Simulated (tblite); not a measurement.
# Geometry relaxation, with input and output: Si24H34 (part 3 of 3)

Si24H34; GFN2-xTB geometry optimisation, gas phase (tblite 0.8.0). 

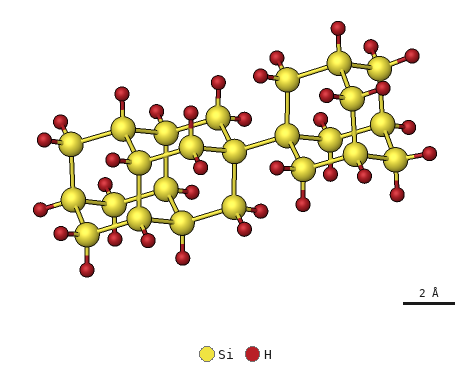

**Figure 1.** The geometry at step 42 of the log (ball-and-stick view, seen at a tilt).

## Trajectory as extended XYZ, continued
```
58
Properties=species:S:1:pos:R:3:forces:R:3 step=32 energy=-1590.74739
Si   -2.7628   -2.7642    5.4805   -0.0160   0.0070   0.0030
Si   -4.1453   -1.4255    4.1459    0.0200  -0.0460  -0.0150
Si   -1.4261   -4.1454    4.1454   -0.0490   0.0200  -0.0140
Si   -4.1456   -4.1452    1.4258    0.0280   0.0090   0.0440
Si   -1.3761   -1.3760    1.3766   -0.0030  -0.0110   0.0120
Si   -2.7791   -2.7782    0.1130    0.0020  -0.0030  -0.0240
Si   -2.7619   -5.4797    2.7638   -0.0240  -0.0090  -0.0130
Si   -5.4788   -2.7626    2.7625   -0.0080   0.0000   0.0100
Si   -1.3038    1.3729   -1.3726    0.0040  -0.0060   0.0090
Si   -2.7795   -0.1116    2.7785   -0.0010   0.0180   0.0050
Si    1.3727   -1.3019   -1.3729   -0.0070  -0.0050   0.0130
Si   -0.1125   -2.7806    2.7798    0.0170   0.0180  -0.0170
Si    5.4825    2.7837   -2.7834    0.0120  -0.0060   0.0060
Si    2.7849    5.4813   -2.7841   -0.0150   0.0130   0.0140
Si    1.4380    4.1251   -1.4377    0.0120  -0.0350   0.0030
Si    4.1232    1.4382   -1.4368   -0.0120   0.0160  -0.0170
Si    1.4380    1.4382   -4.1246    0.0010   0.0040   0.0410
Si    4.1342    4.1351   -4.1344    0.0020  -0.0320   0.0330
Si    2.7852    2.7843   -5.4802   -0.0160  -0.0180  -0.0130
Si    2.7193    0.0399   -2.7174    0.0060   0.0410  -0.0300
Si    0.0390    2.7192   -2.7172    0.0440   0.0100  -0.0290
Si    1.3733    1.3736    1.3063   -0.0050  -0.0100  -0.0070
Si    2.7190    2.7178   -0.0382    0.0010   0.0310  -0.0370
Si   -0.0156   -0.0144    0.0173   -0.0420  -0.0490   0.0420
H    -3.5522   -3.5515    6.4388    0.0250   0.0230  -0.0040
H    -1.9162   -1.9183    6.3357   -0.0290  -0.0300   0.0070
H    -5.0080   -0.5959    5.0081   -0.0090   0.0230   0.0090
H    -0.5968   -5.0075    5.0064    0.0360  -0.0220   0.0220
H    -5.0076   -5.0065    0.5948   -0.0100  -0.0120  -0.0230
H    -3.5670   -1.9372   -0.7971   -0.0100  -0.0060  -0.0020
H    -1.9383   -3.5676   -0.7962   -0.0060  -0.0080  -0.0020
H    -3.5511   -6.4393    3.5493    0.0200   0.0030  -0.0160
H    -1.9179   -6.3373    1.9177   -0.0240  -0.0030   0.0260
H    -6.4395   -3.5495    3.5481   -0.0010   0.0120  -0.0100
H    -6.3371   -1.9178    1.9187   -0.0050  -0.0190   0.0190
H    -2.2086    0.5274   -2.1615   -0.0040   0.0120  -0.0210
H    -2.2096    2.1619   -0.5283   -0.0070   0.0210  -0.0110
H    -1.9393    0.7970    3.5694   -0.0080   0.0030   0.0050
H    -3.5692    0.7973    1.9375   -0.0050   0.0020   0.0090
H     0.5295   -2.2079   -2.1628    0.0070  -0.0030  -0.0220
H     2.1614   -2.2095   -0.5301    0.0210  -0.0020  -0.0090
H     0.7957   -1.9364    3.5666    0.0060  -0.0120   0.0090
H     0.7952   -3.5704    1.9379    0.0050  -0.0060   0.0100
H     6.3997    3.6037   -1.9778   -0.0060  -0.0080   0.0040
H     6.3994    1.9782   -3.6039   -0.0070  -0.0040   0.0090
H     3.6044    6.3988   -1.9802    0.0010   0.0040   0.0140
H     1.9804    6.3966   -3.6053   -0.0160   0.0060  -0.0010
H     0.5775    4.9611   -0.5783    0.0090   0.0010  -0.0070
H     4.9575    0.5781   -0.5762    0.0070   0.0030  -0.0030
H     0.5765    0.5779   -4.9592    0.0130   0.0110   0.0010
H     4.9856    4.9853   -4.9847    0.0160   0.0170  -0.0170
H     1.9796    3.6021   -6.3971   -0.0170   0.0070  -0.0080
H     3.6048    1.9792   -6.3964    0.0040  -0.0150  -0.0050
H     3.5920   -0.7689   -3.5889    0.0210  -0.0310  -0.0210
H    -0.7701    3.5907   -3.5899   -0.0310   0.0210  -0.0200
H     2.1637    0.5277    2.2104    0.0130   0.0190   0.0030
H     0.5279    2.1639    2.2103    0.0160   0.0160   0.0060
H     3.5901    3.5898    0.7718    0.0230   0.0220   0.0300
58
Properties=species:S:1:pos:R:3:forces:R:3 step=38 energy=-1590.75258
Si   -2.7733   -2.7734    5.4892   -0.0070  -0.0010   0.0220
Si   -4.1572   -1.4390    4.1564    0.0130   0.0010  -0.0050
Si   -1.4399   -4.1571    4.1568    0.0100   0.0090  -0.0170
Si   -4.1562   -4.1562    1.4385    0.0010   0.0130   0.0020
Si   -1.3874   -1.3867    1.3872    0.0050   0.0110  -0.0120
Si   -2.7902   -2.7895    0.1220   -0.0100  -0.0110  -0.0160
Si   -2.7736   -5.4899    2.7723    0.0010  -0.0190   0.0080
Si   -5.4902   -2.7726    2.7730   -0.0170  -0.0090  -0.0030
Si   -1.2919    1.3754   -1.3744   -0.0090   0.0180  -0.0180
Si   -2.7904   -0.1220    2.7904   -0.0130   0.0170   0.0120
Si    1.3754   -1.2915   -1.3750    0.0190  -0.0110  -0.0170
Si   -0.1234   -2.7896    2.7893    0.0170  -0.0240   0.0230
Si    5.4925    2.7926   -2.7917    0.0020   0.0050  -0.0060
Si    2.7928    5.4913   -2.7920    0.0100   0.0020  -0.0100
Si    1.4481    4.1303   -1.4474    0.0090   0.0060  -0.0100
Si    4.1308    1.4490   -1.4478   -0.0050   0.0040  -0.0010
Si    1.4480    1.4482   -4.1297    0.0110   0.0100  -0.0080
Si    4.1455    4.1437   -4.1431   -0.0190  -0.0040   0.0020
Si    2.7930    2.7921   -5.4911    0.0120   0.0100   0.0000
Si    2.7289    0.0470   -2.7287   -0.0040  -0.0100   0.0150
Si    0.0466    2.7288   -2.7287   -0.0150  -0.0080   0.0150
Si    1.3756    1.3758    1.2930    0.0140   0.0120   0.0120
Si    2.7287    2.7294   -0.0451   -0.0030  -0.0120   0.0040
Si   -0.0253   -0.0256    0.0266    0.0000   0.0050  -0.0010
H    -3.5518   -3.5514    6.4610   -0.0100  -0.0100   0.0020
H    -1.9273   -1.9290    6.3437    0.0000   0.0020   0.0070
H    -5.0175   -0.6036    5.0179    0.0020   0.0050  -0.0020
H    -0.6031   -5.0178    5.0171    0.0010   0.0050  -0.0050
H    -5.0173   -5.0165    0.6025    0.0030   0.0020  -0.0040
H    -3.5838   -1.9508   -0.7859    0.0040  -0.0100  -0.0010
H    -1.9512   -3.5840   -0.7852   -0.0090   0.0050  -0.0010
H    -3.5522   -6.4612    3.5510   -0.0090  -0.0020   0.0070
H    -1.9275   -6.3440    1.9276   -0.0010  -0.0070   0.0000
H    -6.4615   -3.5520    3.5511   -0.0010  -0.0060   0.0070
H    -6.3433   -1.9265    1.9273   -0.0080  -0.0020   0.0010
H    -2.1997    0.5384   -2.1728    0.0120   0.0210   0.0000
H    -2.2007    2.1739   -0.5388    0.0130  -0.0010  -0.0210
H    -1.9529    0.7862    3.5850   -0.0070   0.0000  -0.0030
H    -3.5846    0.7860    1.9523    0.0030   0.0010   0.0070
H     0.5391   -2.1985   -2.1749    0.0210   0.0110   0.0020
H     2.1742   -2.2002   -0.5394   -0.0020   0.0120  -0.0220
H     0.7851   -1.9511    3.5825    0.0000  -0.0080  -0.0020
H     0.7844   -3.5850    1.9522    0.0000   0.0040   0.0060
H     6.4060    3.6146   -1.9839    0.0010  -0.0170  -0.0030
H     6.4053    1.9846   -3.6143    0.0010   0.0030   0.0180
H     3.6157    6.4055   -1.9851   -0.0230  -0.0030  -0.0070
H     1.9854    6.4038   -3.6164    0.0070  -0.0040   0.0230
H     0.5914    4.9740   -0.5917    0.0010  -0.0060  -0.0010
H     4.9717    0.5915   -0.5900   -0.0050   0.0030  -0.0040
H     0.5910    0.5919   -4.9723    0.0000  -0.0010   0.0040
H     4.9965    4.9961   -4.9958   -0.0060  -0.0080   0.0080
H     1.9847    3.6145   -6.4045    0.0090  -0.0220   0.0030
H     3.6167    1.9841   -6.4036   -0.0240   0.0080   0.0030
H     3.5991   -0.7744   -3.5967   -0.0110   0.0060   0.0090
H    -0.7756    3.5979   -3.5971    0.0070  -0.0100   0.0100
H     2.1736    0.5400    2.2019    0.0010   0.0190  -0.0130
H     0.5399    2.1742    2.2017    0.0180   0.0010  -0.0120
H     3.5979    3.5977    0.7770   -0.0100  -0.0080  -0.0060
58
Properties=species:S:1:pos:R:3:forces:R:3 step=42 energy=-1590.75407
Si   -2.7775   -2.7767    5.4954    0.0030  -0.0070   0.0060
Si   -4.1599   -1.4439    4.1589    0.0020  -0.0030   0.0040
Si   -1.4444   -4.1601    4.1593   -0.0010   0.0050  -0.0020
Si   -4.1599   -4.1581    1.4433    0.0090  -0.0090   0.0020
Si   -1.3918   -1.3891    1.3901    0.0230   0.0020  -0.0040
Si   -2.7952   -2.7948    0.1228    0.0110   0.0130   0.0110
Si   -2.7775   -5.4961    2.7761   -0.0020  -0.0030   0.0020
Si   -5.4962   -2.7768    2.7767   -0.0050   0.0000   0.0020
Si   -1.2874    1.3788   -1.3778    0.0070  -0.0070   0.0060
Si   -2.7958   -0.1231    2.7960    0.0140  -0.0080  -0.0160
Si    1.3790   -1.2875   -1.3783   -0.0070   0.0120   0.0060
Si   -0.1241   -2.7952    2.7952   -0.0100   0.0160  -0.0160
Si    5.4934    2.7960   -2.7950    0.0030  -0.0040   0.0040
Si    2.7966    5.4924   -2.7958   -0.0070   0.0030   0.0060
Si    1.4528    4.1328   -1.4529   -0.0020  -0.0100   0.0110
Si    4.1325    1.4536   -1.4519   -0.0070  -0.0060   0.0040
Si    1.4532    1.4535   -4.1322   -0.0070  -0.0100   0.0130
Si    4.1460    4.1453   -4.1451    0.0090   0.0030   0.0000
Si    2.7967    2.7958   -5.4922   -0.0060  -0.0060  -0.0030
Si    2.7317    0.0497   -2.7305   -0.0060   0.0090   0.0020
Si    0.0490    2.7312   -2.7304    0.0110  -0.0040   0.0010
Si    1.3785    1.3787    1.2884   -0.0040  -0.0030  -0.0080
Si    2.7315    2.7317   -0.0482   -0.0090  -0.0020  -0.0070
Si   -0.0269   -0.0270    0.0277    0.0060   0.0050  -0.0050
H    -3.5545   -3.5542    6.4687   -0.0120  -0.0110   0.0000
H    -1.9310   -1.9321    6.3491    0.0000   0.0030   0.0050
H    -5.0183   -0.6050    5.0187   -0.0040   0.0030   0.0020
H    -0.6044   -5.0187    5.0181   -0.0010  -0.0010   0.0010
H    -5.0182   -5.0177    0.6039   -0.0030  -0.0010  -0.0020
H    -3.5894   -1.9567   -0.7845   -0.0010  -0.0050  -0.0070
H    -1.9568   -3.5893   -0.7839   -0.0050   0.0000  -0.0040
H    -3.5552   -6.4689    3.5540   -0.0090   0.0010   0.0070
H    -1.9308   -6.3491    1.9306   -0.0030  -0.0050   0.0010
H    -6.4689   -3.5547    3.5540   -0.0020  -0.0100   0.0100
H    -6.3481   -1.9301    1.9306   -0.0100   0.0010  -0.0010
H    -2.1953    0.5467   -2.1786   -0.0010   0.0030  -0.0110
H    -2.1963    2.1798   -0.5469    0.0000   0.0100  -0.0020
H    -1.9582    0.7846    3.5901   -0.0030   0.0040   0.0020
H    -3.5899    0.7843    1.9582   -0.0040   0.0070   0.0020
H     0.5467   -2.1943   -2.1805    0.0050  -0.0010  -0.0080
H     2.1801   -2.1960   -0.5471    0.0080  -0.0010  -0.0040
H     0.7840   -1.9569    3.5888    0.0010  -0.0070  -0.0020
H     0.7833   -3.5901    1.9573    0.0010   0.0030   0.0060
H     6.4085    3.6130   -1.9860    0.0080   0.0020   0.0070
H     6.4077    1.9865   -3.6124    0.0080  -0.0080  -0.0020
H     3.6134    6.4076   -1.9871    0.0040   0.0090   0.0090
H     1.9874    6.4061   -3.6139   -0.0090   0.0110  -0.0040
H     0.5968    4.9757   -0.5968   -0.0030   0.0000   0.0030
H     4.9743    0.5969   -0.5957    0.0020  -0.0040   0.0040
H     0.5967    0.5971   -4.9744   -0.0020  -0.0020   0.0000
H     4.9973    4.9965   -4.9964    0.0050   0.0050  -0.0060
H     1.9874    3.6127   -6.4068   -0.0080   0.0040  -0.0110
H     3.6143    1.9863   -6.4060    0.0030  -0.0090  -0.0110
H     3.5988   -0.7756   -3.5972   -0.0030   0.0060   0.0030
H    -0.7765    3.5978   -3.5970    0.0050  -0.0010   0.0010
H     2.1793    0.5482    2.1977    0.0120   0.0000  -0.0010
H     0.5479    2.1798    2.1974    0.0010   0.0110  -0.0010
H     3.5981    3.5982    0.7779   -0.0040  -0.0030  -0.0080
58
Properties=species:S:1:pos:R:3:forces:R:3 step=44 energy=-1590.75448
Si   -2.7786   -2.7785    5.4984    0.0020  -0.0050  -0.0050
Si   -4.1599   -1.4460    4.1599   -0.0150   0.0100   0.0110
Si   -1.4459   -4.1600    4.1592    0.0040  -0.0150   0.0180
Si   -4.1597   -4.1593    1.4454   -0.0140  -0.0110  -0.0110
Si   -1.3901   -1.3892    1.3899    0.0020   0.0040  -0.0030
Si   -2.7956   -2.7951    0.1240    0.0080   0.0100   0.0140
Si   -2.7789   -5.4988    2.7776    0.0020   0.0070   0.0050
Si   -5.4990   -2.7782    2.7779    0.0070  -0.0010   0.0040
Si   -1.2858    1.3793   -1.3783   -0.0010  -0.0070   0.0060
Si   -2.7961   -0.1240    2.7962    0.0110  -0.0130  -0.0120
Si    1.3795   -1.2857   -1.3788   -0.0080   0.0020   0.0060
Si   -0.1252   -2.7956    2.7956   -0.0110   0.0110  -0.0120
Si    5.4944    2.7968   -2.7959    0.0060  -0.0090   0.0090
Si    2.7973    5.4934   -2.7967   -0.0090   0.0060   0.0090
Si    1.4543    4.1325   -1.4534   -0.0110   0.0100   0.0050
Si    4.1321    1.4544   -1.4529    0.0130  -0.0060   0.0060
Si    1.4542    1.4542   -4.1316   -0.0080  -0.0070  -0.0100
Si    4.1467    4.1459   -4.1457    0.0150   0.0120  -0.0110
Si    2.7975    2.7966   -5.4932   -0.0110  -0.0100  -0.0060
Si    2.7315    0.0514   -2.7304    0.0040  -0.0020  -0.0060
Si    0.0507    2.7310   -2.7304    0.0020   0.0080  -0.0060
Si    1.3792    1.3794    1.2868   -0.0060  -0.0040   0.0010
Si    2.7310    2.7318   -0.0500    0.0060   0.0030   0.0050
Si   -0.0268   -0.0269    0.0277    0.0080   0.0060  -0.0050
H    -3.5566   -3.5562    6.4710   -0.0080  -0.0080  -0.0010
H    -1.9319   -1.9326    6.3508   -0.0010  -0.0010   0.0070
H    -5.0194   -0.6053    5.0196    0.0110  -0.0100  -0.0110
H    -0.6051   -5.0194    5.0189   -0.0120   0.0120  -0.0130
H    -5.0192   -5.0186    0.6043    0.0110   0.0110   0.0100
H    -3.5909   -1.9590   -0.7843    0.0000  -0.0020  -0.0030
H    -1.9591   -3.5906   -0.7836   -0.0010  -0.0010  -0.0040
H    -3.5570   -6.4710    3.5556   -0.0070   0.0000   0.0070
H    -1.9320   -6.3507    1.9315   -0.0020  -0.0080   0.0010
H    -6.4713   -3.5565    3.5559    0.0010  -0.0050   0.0050
H    -6.3503   -1.9309    1.9313   -0.0080  -0.0030   0.0030
H    -2.1940    0.5493   -2.1809   -0.0010   0.0000  -0.0090
H    -2.1948    2.1820   -0.5494    0.0000   0.0090   0.0010
H    -1.9602    0.7841    3.5916   -0.0010   0.0040   0.0010
H    -3.5916    0.7841    1.9602   -0.0010   0.0030   0.0010
H     0.5493   -2.1930   -2.1824    0.0010  -0.0010  -0.0070
H     2.1821   -2.1947   -0.5497    0.0080  -0.0010   0.0000
H     0.7833   -1.9594    3.5901    0.0050   0.0000   0.0030
H     0.7826   -3.5911    1.9594    0.0050  -0.0020  -0.0010
H     6.4101    3.6129   -1.9862    0.0040   0.0020   0.0060
H     6.4094    1.9867   -3.6122    0.0050  -0.0060  -0.0020
H     3.6131    6.4092   -1.9873    0.0040   0.0060   0.0070
H     1.9875    6.4080   -3.6136   -0.0080   0.0070  -0.0030
H     0.5980    4.9763   -0.5979    0.0000  -0.0040   0.0000
H     4.9754    0.5980   -0.5968   -0.0040   0.0010   0.0000
H     0.5980    0.5982   -4.9751    0.0010   0.0000   0.0040
H     4.9984    4.9975   -4.9974   -0.0010  -0.0010   0.0010
H     1.9878    3.6126   -6.4087   -0.0060   0.0030  -0.0060
H     3.6140    1.9866   -6.4079    0.0030  -0.0070  -0.0060
H     3.5982   -0.7748   -3.5968   -0.0050   0.0090   0.0050
H    -0.7758    3.5975   -3.5968    0.0100  -0.0050   0.0050
H     2.1817    0.5504    2.1962    0.0090  -0.0010  -0.0010
H     0.5501    2.1822    2.1959    0.0000   0.0080  -0.0020
H     3.5976    3.5979    0.7769   -0.0060  -0.0050  -0.0100
58
Properties=species:S:1:pos:R:3:forces:R:3 step=46 energy=-1590.75482
Si   -2.7791   -2.7799    5.5004   -0.0050   0.0010  -0.0050
Si   -4.1602   -1.4467    4.1607   -0.0040   0.0030  -0.0020
Si   -1.4465   -4.1601    4.1594   -0.0030  -0.0070   0.0080
Si   -4.1597   -4.1603    1.4460   -0.0100   0.0050  -0.0030
Si   -1.3884   -1.3889    1.3894   -0.0100   0.0100  -0.0070
Si   -2.7951   -2.7944    0.1250   -0.0010  -0.0020   0.0030
Si   -2.7796   -5.5003    2.7788    0.0000   0.0050   0.0040
Si   -5.5005   -2.7791    2.7788    0.0070  -0.0030   0.0030
Si   -1.2847    1.3793   -1.3785   -0.0100   0.0030  -0.0030
Si   -2.7954   -0.1247    2.7954   -0.0020  -0.0050   0.0030
Si    1.3796   -1.2843   -1.3789    0.0020  -0.0120  -0.0020
Si   -0.1259   -2.7950    2.7949   -0.0010  -0.0040   0.0030
Si    5.4952    2.7964   -2.7955    0.0080  -0.0050   0.0040
Si    2.7968    5.4943   -2.7963   -0.0020   0.0080   0.0030
Si    1.4545    4.1323   -1.4533   -0.0060   0.0150  -0.0040
Si    4.1320    1.4544   -1.4529    0.0160   0.0000   0.0010
Si    1.4542    1.4540   -4.1312   -0.0010   0.0020  -0.0180
Si    4.1475    4.1464   -4.1461    0.0020   0.0030  -0.0040
Si    2.7971    2.7962   -5.4940   -0.0030  -0.0040  -0.0080
Si    2.7314    0.0524   -2.7303    0.0040  -0.0020  -0.0020
Si    0.0520    2.7312   -2.7304   -0.0020   0.0040  -0.0010
Si    1.3794    1.3797    1.2858    0.0010   0.0010   0.0110
Si    2.7308    2.7318   -0.0509    0.0070  -0.0020   0.0030
Si   -0.0262   -0.0264    0.0272    0.0030   0.0040  -0.0010
H    -3.5588   -3.5584    6.4719    0.0000  -0.0020  -0.0060
H    -1.9328   -1.9331    6.3530   -0.0060  -0.0070   0.0040
H    -5.0191   -0.6051    5.0191    0.0080  -0.0060  -0.0070
H    -0.6053   -5.0187    5.0182   -0.0040   0.0050  -0.0060
H    -5.0188   -5.0181    0.6042    0.0070   0.0050   0.0050
H    -3.5917   -1.9609   -0.7852    0.0040  -0.0020   0.0050
H    -1.9609   -3.5912   -0.7843   -0.0010   0.0030   0.0020
H    -3.5589   -6.4718    3.5574   -0.0020   0.0050   0.0030
H    -1.9331   -6.3529    1.9323   -0.0050  -0.0060   0.0050
H    -6.4723   -3.5583    3.5578    0.0080   0.0010  -0.0010
H    -6.3528   -1.9319    1.9322   -0.0020  -0.0090   0.0090
H    -2.1932    0.5518   -2.1837    0.0020  -0.0010  -0.0040
H    -2.1939    2.1847   -0.5518    0.0020   0.0040   0.0020
H    -1.9616    0.7848    3.5924   -0.0020  -0.0030  -0.0040
H    -3.5926    0.7850    1.9617    0.0050  -0.0050   0.0030
H     0.5520   -2.1922   -2.1847   -0.0010   0.0010  -0.0040
H     2.1845   -2.1939   -0.5523    0.0040   0.0020   0.0010
H     0.7838   -1.9614    3.5911    0.0010   0.0020   0.0020
H     0.7832   -3.5915    1.9610    0.0010  -0.0010  -0.0030
H     6.4114    3.6121   -1.9853    0.0000  -0.0010   0.0020
H     6.4107    1.9856   -3.6113    0.0000  -0.0020   0.0010
H     3.6122    6.4106   -1.9861    0.0000   0.0010   0.0020
H     1.9863    6.4096   -3.6127   -0.0020   0.0000   0.0010
H     0.5985    4.9760   -0.5982   -0.0050  -0.0010   0.0050
H     4.9754    0.5984   -0.5973   -0.0020  -0.0030   0.0040
H     0.5985    0.5986   -4.9749   -0.0050  -0.0050   0.0010
H     4.9989    4.9978   -4.9978    0.0020   0.0020  -0.0020
H     1.9870    3.6119   -6.4103   -0.0020  -0.0010   0.0010
H     3.6130    1.9855   -6.4095   -0.0010  -0.0020   0.0000
H     3.5974   -0.7741   -3.5962    0.0000   0.0050   0.0000
H    -0.7751    3.5969   -3.5962    0.0070  -0.0010   0.0010
H     2.1846    0.5527    2.1950    0.0040   0.0000  -0.0030
H     0.5522    2.1850    2.1947   -0.0010   0.0030  -0.0020
H     3.5968    3.5973    0.7759    0.0000   0.0010  -0.0050
```
